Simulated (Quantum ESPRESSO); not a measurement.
# O on hollow sites of W(110): a series in the coverage, part 4 of 10

What law, if any, do the results for O on hollow sites of W(110) follow against the coverage?

Quantum ESPRESSO 7.5; plane-wave DFT, PBE, GBRV ultrasoft pseudopotentials.

So far. Step 2 (Variable-cell relaxation of the reference):  The last row is no step: it is a fresh SCF in the final cell with a new plane-wave basis, -1 meV from the row before. Step 5 (Relaxation with pw.x, 0 ML): The relaxation lowers the energy by 14 meV an atom. On the free atoms the largest force ends at 0.001 eV/Å.

### Step 6. Self-consistent run, 0 ML

A run under open boundaries on these atoms gives the vacuum levels.

File m0.esm.in:

```
&control
  prefix = 'm0.esm'
  outdir = './out'
  pseudo_dir = './pseudo'
  calculation = 'scf'
  tprnfor = .true.
/
&system
  ibrav = 0
  nat = 3
  ntyp = 1
  ecutwfc = 40
  ecutrho = 200
  occupations = 'smearing'
  smearing = 'mv'
  degauss = 0.02
  assume_isolated = 'esm'
  esm_bc = 'bc1'
/
&electrons
  conv_thr = 1e-07
  mixing_beta = 0.25
  electron_maxstep = 160
  mixing_mode = 'local-TF'
  mixing_ndim = 12
/
ATOMIC_SPECIES
  W   183.8400  w_pbe_v1.2.uspp.F.UPF
CELL_PARAMETERS angstrom
  2.25011857378899 -1.59107410200000 0.00000000000000
  2.25011857378899 1.59107410200000 0.00000000000000
  0.00000000000000 0.00000000000000 18.59836210200836
ATOMIC_POSITIONS crystal
  W   0.000000000000 0.000000000000 -0.117371554800
  W   0.500000000000 0.500000000000 0.000000000000
  W   0.000000000000 0.000000000000 0.117371554800
K_POINTS automatic
  9 9 1 0 0 0
```

Run with:

```sh
$ OMP_NUM_THREADS=1 mpirun -n 8 pw.x -nk 4 -in m0.esm.in > m0.esm.out
```

What it wrote:

```text
[banner, memory and clock lines left out]
Program PWSCF v.7.5 starts
[citation notice left out]

[...]
Message from routine setup:
[...]
bravais-lattice index     =            0
     lattice parameter (alat)  =       5.2077  a.u.
     unit-cell volume          =     898.6635 (a.u.)^3
     number of atoms/cell      =            3
     number of atomic types    =            1
     number of electrons       =        42.00
     number of Kohn-Sham states=           25
     kinetic-energy cutoff     =      40.0000  Ry
     charge density cutoff     =     200.0000  Ry
     scf convergence threshold =      1.0E-07
     mixing beta               =       0.2500
     number of iterations used =           12  local-TF  mixing
     Exchange-correlation= SLA  PW   PBE  PBE
                           (   1   4   3   4   0   0   0)

     Effective Screening Medium Method
     Boundary Conditions: Vacuum-Slab-Vacuum
     total charge in unit cell        =   0.0000
     grid points for fit at edges     =        4

[...]
PseudoPot. # 1 for W  read from file:
     ./pseudo/w_pbe_v1.2.uspp.F.UPF
     Pseudo is Ultrasoft + core correction, Zval = 14.0
     Generated by new atomic code, or converted to UPF format
     Using radial grid of  923 points,  8 beta functions with:
                l(1) =   0
                l(2) =   0
                l(3) =   0
                l(4) =   1
                l(5) =   1
                l(6) =   2
                l(7) =   2
                l(8) =   3
     Q(r) pseudized with  6 coefficients,  rinner =    1.350   1.350   1.350
                                                       1.350   1.350   1.350
                                                       1.350

     atomic species   valence    mass     pseudopotential
     W                14.00   183.84000     W ( 1.00)

      8 Sym. Ops., with inversion, found

[...]
number of k points=    25  Marzari-Vanderbilt smearing, width (Ry)=  0.0200
[...]
Dense  grid:    42985 G-vectors     FFT dimensions: (  24,  24, 160)

     Smooth grid:    30821 G-vectors     FFT dimensions: (  24,  24, 144)

     Initial potential from superposition of free atoms

     starting charge      41.6990, renormalised to      42.0000

     negative rho (up, down):  1.976E-01 0.000E+00
     Starting wfcs are   39 randomized atomic wfcs

     per-process dynamical memory:    28.3 Mb

     Self-consistent Calculation

     iteration #  1     ecut=    40.00 Ry     beta= 0.25
     Davidson diagonalization with overlap
     ethr =  1.00E-02,  avg # of iterations =  1.4

     Threshold (ethr) on eigenvalues was too large:
     Diagonalizing with lowered threshold

     Davidson diagonalization with overlap
     ethr =  6.32E-04,  avg # of iterations =  5.4

     negative rho (up, down):  1.972E-01 0.000E+00

     total energy              =    -477.24761652 Ry
     estimated scf accuracy    <       0.42475438 Ry

     iteration #  2     ecut=    40.00 Ry     beta= 0.25
[...]
negative rho (up, down):  1.967E-01 0.000E+00

[...]
total energy              =    -477.13179722 Ry
     estimated scf accuracy    <       0.31422380 Ry

     iteration #  3     ecut=    40.00 Ry     beta= 0.25
[...]
negative rho (up, down):  2.002E-01 0.000E+00

[...]
total energy              =    -477.17594706 Ry
     estimated scf accuracy    <       0.01862971 Ry

     iteration #  4     ecut=    40.00 Ry     beta= 0.25
[...]
negative rho (up, down):  2.021E-01 0.000E+00

[...]
total energy              =    -477.19265007 Ry
     estimated scf accuracy    <       0.01615929 Ry

     iteration #  5     ecut=    40.00 Ry     beta= 0.25
[...]
negative rho (up, down):  2.071E-01 0.000E+00

[...]
total energy              =    -477.19406337 Ry
     estimated scf accuracy    <       0.00811052 Ry

     iteration #  6     ecut=    40.00 Ry     beta= 0.25
[...]
negative rho (up, down):  2.064E-01 0.000E+00

[...]
total energy              =    -477.19494232 Ry
     estimated scf accuracy    <       0.00436786 Ry

[...]
iteration # 18     ecut=    40.00 Ry     beta= 0.25
[...]
negative rho (up, down):  2.045E-01 0.000E+00

[...]
total energy              =    -477.19190519 Ry
     estimated scf accuracy    <       0.00000417 Ry

     iteration # 19     ecut=    40.00 Ry     beta= 0.25
[...]
negative rho (up, down):  2.045E-01 0.000E+00

[...]
total energy              =    -477.19189531 Ry
     estimated scf accuracy    <       0.00000071 Ry

     iteration # 20     ecut=    40.00 Ry     beta= 0.25
[...]
negative rho (up, down):  2.045E-01 0.000E+00

[...]
total energy              =    -477.19189994 Ry
     estimated scf accuracy    <       0.00000038 Ry

     iteration # 21     ecut=    40.00 Ry     beta= 0.25
[...]
negative rho (up, down):  2.045E-01 0.000E+00

[...]
End of self-consistent calculation

          k = 0.0000 0.0000 0.0000 (  3837 PWs)   bands (ev):

   -78.9978 -78.8229 -78.8046 -43.6902 -43.1872 -42.9539 -42.6891 -42.6859
   -42.5794 -42.4920 -42.4017 -42.4014 -13.5489 -11.3969 -10.8176  -8.0826
    -6.9113  -6.2915  -6.1194  -5.8894  -5.4862  -5.3856  -4.0979  -3.0254
    -2.7836

          k = 0.0680 0.0962 0.0000 (  3827 PWs)   bands (ev):

   -78.9885 -78.8157 -78.7993 -43.6577 -43.2402 -42.9462 -42.7678 -42.7441
   -42.5707 -42.5657 -42.4474 -42.4405 -13.1337 -11.0017 -10.3902  -8.0086
    -6.8848  -6.6518  -6.2131  -5.9137  -5.5751  -5.0975  -4.6085  -3.1802
    -3.1327

[...]
the Fermi energy is    -4.8384 ev

!    total energy              =    -477.19189903 Ry
     estimated scf accuracy    <       0.00000006 Ry
     smearing contrib. (-TS)   =       0.00014681 Ry
     internal energy E=F+TS    =    -477.19204584 Ry

     The total energy is F=E-TS. E is the sum of the following terms:
     one-electron contribution =    3419.88560831 Ry
     hartree contribution      =   -1726.63113489 Ry
     xc contribution           =    -123.46547354 Ry
     ewald contribution        =   -2046.98104572 Ry

     convergence has been achieved in  21 iterations

     negative rho (up, down):  2.045E-01 0.000E+00

     Forces acting on atoms (cartesian axes, Ry/au):

     atom    1 type  1   force =     0.00000000    0.00000000    0.00057185
     atom    2 type  1   force =     0.00000000    0.00000000    0.00000000
     atom    3 type  1   force =     0.00000000    0.00000000   -0.00057185

     Total force =     0.000809     Total SCF correction =     0.002175
     SCF correction compared to forces is large: reduce conv_thr to get better values

[...]
```

Elapsed: 25 s, on 8 MPI ranks of Arm Neoverse V1, shared host; peak memory 0.73 GiB; 3.3 min of CPU time.

Read from the output:

```
Fermi energy                                                   : -4.838 eV
vacuum line at the lower end of the cell, over the Fermi level : 4.838 eV
vacuum line at the upper end of the cell, over the Fermi level : 4.838 eV
```

Electrostatic potential energy of an electron; zero at the Fermi level. Table of potential energy, planar mean by z:

| z (Å) | potential energy, planar mean (eV) |
| --- | --- |
| -9 | 4.84 |
| -8 | 4.84 |
| -7 | 4.84 |
| -6 | 4.83 |
| -5 | 4.76 |
| -4 | 3.96 |
| -3 | -4.49 |
| -2 | -14.3 |
| -1 | -3.59 |
| 0 | -15.6 |
| 1 | -3.59 |
| 2 | -14.3 |
| 3 | -4.49 |
| 4 | 3.96 |
| 5 | 4.76 |
| 6 | 4.83 |
| 7 | 4.84 |
| 8 | 4.84 |
| 9 | 4.84 |

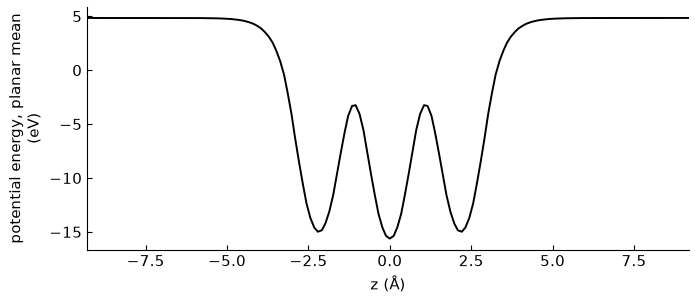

Potential energy, planar mean against z.

The vacuum levels are read from the outermost 0.7 Å of the cell on either side.

Inside the slab this potential holds the local part of the pseudopotentials, which can be repulsive at the nuclei; only its value in the vacuum has a meaning of its own.

[end of part 4 of 10]

[Logs are printed without paths, hosts, clocks, repeated set-up lines and the standing remarks that a program may print on its own settings, such as how far it seeks lower states.]

[Hosts, paths, dates, database ids (printed as entryN), source tags and the programs' standing remarks are cut or masked in the printed files.]

[Maps of the electrostatic potential energy from Ansatz leave out the sawtooth potential of an applied field or a dipole correction, so their vacuum need not be flat; planar profiles and work functions include it.]
